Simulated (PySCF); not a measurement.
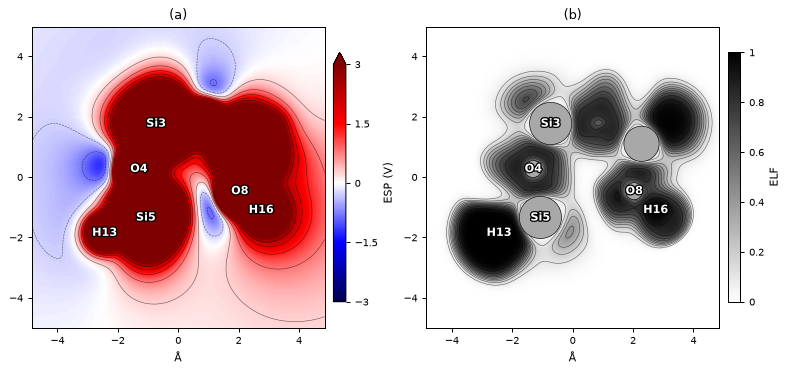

Figure 1: C2H8O3Si3. (a) molecular electrostatic potential; (b) electron localisation function on the plane of atoms O4, Si5 and H13. Grey discs cover the atomic cores in the ELF map.

Geometry: GFN2-xTB.

Method: PBE0/pcSseg-1, SCF density, gas phase, non-relativistic (PySCF).

The calculation's input:

```
{"job": {"kind": "nmr", "xc": "PBE0", "basis": "pcSseg-1"}, "charge": 0, "multiplicity": 1}
C      1.158433     3.357799     0.257660
C      0.960023     2.261495    -0.192855
Si     0.655365     0.573880    -0.896147
O      1.483141    -0.494002    -0.010801
Si     1.531193    -1.632289     1.142802
O     -0.939728     0.284409    -0.862212
Si    -2.214465    -0.280333    -0.056419
O     -1.649889    -1.133388     1.207117
H      1.330897     4.317641     0.653741
H      1.057553     0.393858    -2.281511
H      1.055555    -1.068977     2.403813
H      0.734079    -2.781990     0.720488
H      2.957210    -1.955537     1.192837
H     -2.915099    -1.149688    -0.996862
H     -2.982942     0.871093     0.408219
H     -2.228923    -1.555026     1.833687
```

Command:

```sh
OMP_NUM_THREADS=1 python probes_run.py task.json out
```

**What does the map show?**

Atoms in the plane: Si, O and H. Si–O (1.62 Å): the ELF peaks at about 0.85 between the atoms, as expected for a polar covalent bond. O–H (0.95 Å): the ELF climbs to about 1 towards the hydrogen, as it does in any bond to H: a covalent bond by its length. Si–H (1.46 Å): the ELF climbs to about 1 towards the hydrogen. The ELF also peaks beside O4 and O6, away from the bonds: lone-pair regions. Outside the dense part of the molecule the potential is most negative (−1.2 V) near O4.
